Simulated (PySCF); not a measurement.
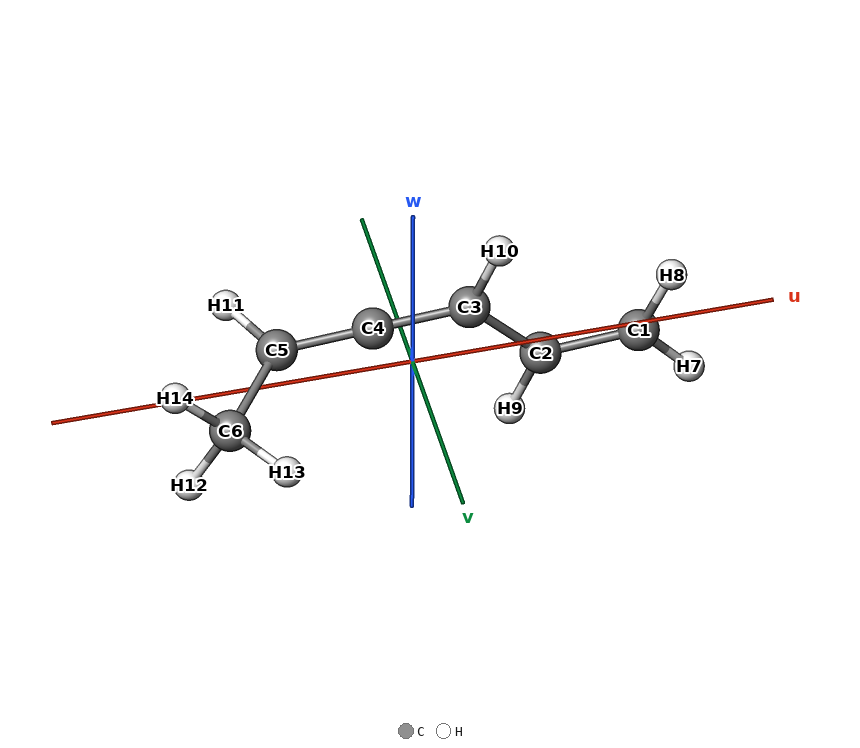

The lines u, v and w are the principal axes of the static dipole polarisability. The geometry was computed by an optimisation with PBE0-D3(BJ)/def2-SVP. No frequency run is at hand to confirm it as a minimum. Method: ωB97X-D/def2-SVPD in chloroform (IEF-PCM) (PySCF 2.14.0).

Along which axis is the molecule most polarisable, and along which least?

Most along u (nearly parallel to the C3–C4 bond), least along v.

Give the three principal values.

u 181.7, v 67.8, w 73.4 bohr³; mean 107.7, anisotropy 111.2 bohr³.
